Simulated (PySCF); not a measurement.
# C6H15PSi4 (SMILES [SiH3][Si]([SiH3])([SiH2]P)c1ccccc1): what the fields show

Input

```
{"job": {"kind": "nmr", "xc": "PBE0", "basis": "pcSseg-1"}, "charge": 0, "multiplicity": 1}
Si     1.163149     1.287773     2.380575
Si     0.757106     0.914491     0.103429
Si     0.493450     2.957512    -1.012831
Si     2.598303    -0.263232    -0.745591
P      2.646052    -2.387181     0.055030
C     -0.772562    -0.166022    -0.145123
C     -0.983706    -0.801468    -1.379956
C     -2.097995    -1.611443    -1.587719
C     -3.023934    -1.800152    -0.561869
C     -2.831270    -1.175126     0.668870
C     -1.714753    -0.365930     0.874506
H      0.016486     1.995647     3.032176
H      2.389249     2.131455     2.526685
H      1.382216    -0.007836     3.097218
H     -0.663900     3.722929    -0.453495
H      1.731695     3.786186    -0.873902
H      0.245549     2.707645    -2.467372
H      3.883161     0.407775    -0.374192
H      2.541296    -0.351854    -2.240038
H      2.472022    -1.974850     1.413303
H      1.244837    -2.581328    -0.154611
H     -0.266966    -0.662683    -2.195871
H     -2.243805    -2.099127    -2.554706
H     -3.897156    -2.437000    -0.722430
H     -3.553727    -1.319278     1.475938
H     -1.581516     0.115948     1.847726
```

Launched as:

```sh
OMP_NUM_THREADS=2 python probes_run.py task.json out
```

Geometry: PBE0-D3(BJ)/def2-SVP.

Theory: PBE0/pcSseg-1, SCF density, gas phase, non-relativistic in PySCF.

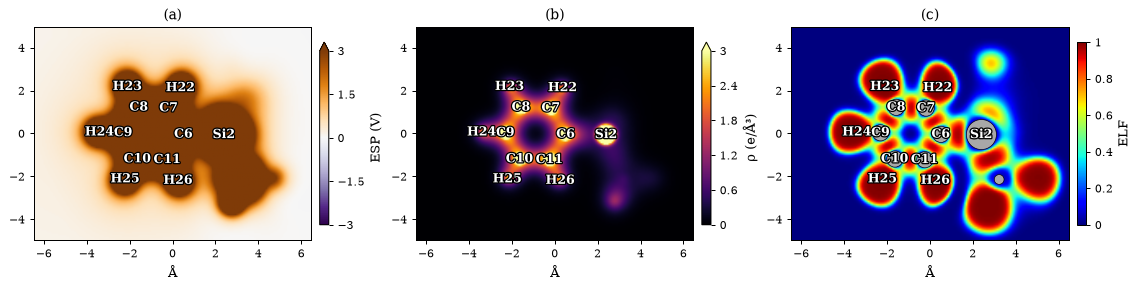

Figure 1. (a) molecular electrostatic potential; (b) total electron density; (c) electron localisation function on the plane of atoms C7, C8 and H23. Grey discs cover the atomic cores in the ELF map.

What does the map show?

- The plane passes through Si, C and H nuclei.
- C–C (1.39 Å): ρ at the midpoint is about 2.1 e/Å³; the ELF peaks at about 0.95 between the atoms; a covalent bond.
- C–Si (1.89 Å): ρ is about 0.91 e/Å³ halfway; the ELF peaks at about 0.95 between the atoms; a shared electron pair.
- C–H (1.09 Å): the density is about 2 e/Å³ at the midpoint; the ELF climbs to about 1 towards the hydrogen, as it does in any bond to H; an ordinary covalent bond to hydrogen.
- The potential has no marked negative region in this plane.

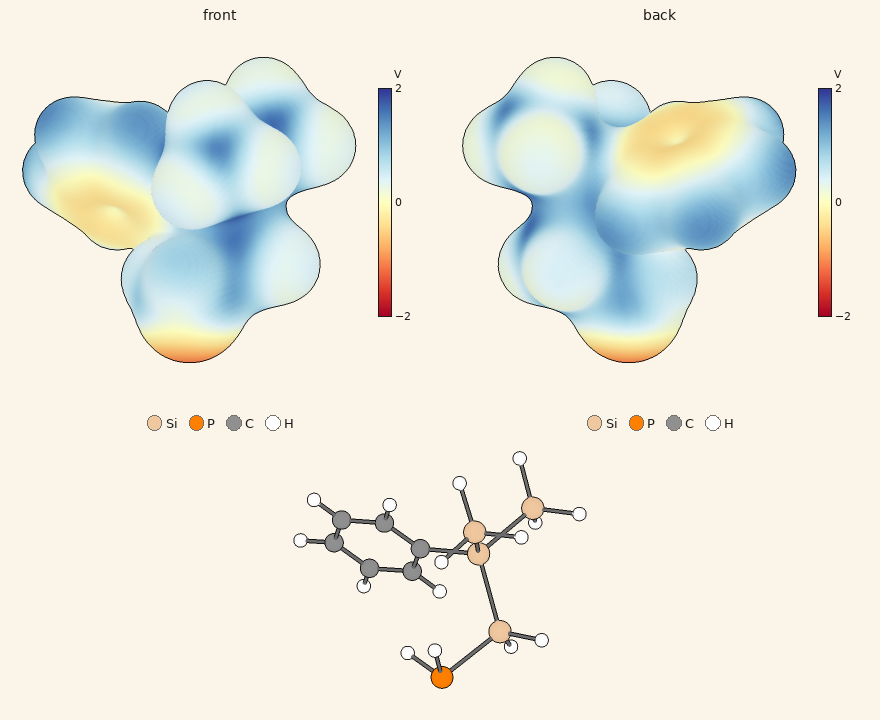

Figure 2. The electrostatic potential painted on the density surface at 0.004 e/bohr³, seen from the front and from behind; the colour scale runs from red (negative) to blue (positive). The bare structure is drawn below in the same view.

Which sites attract a positive test charge, and which a negative one?

A positive charge is drawn to the negative regions and a negative charge to the positive ones. The most negative region (about −1.0 V) lies over P5, the most positive (about +1.6 V) over Si1, Si3 and Si4.

How polar is the molecule by this calculation?

Its dipole moment is 1.71 D.
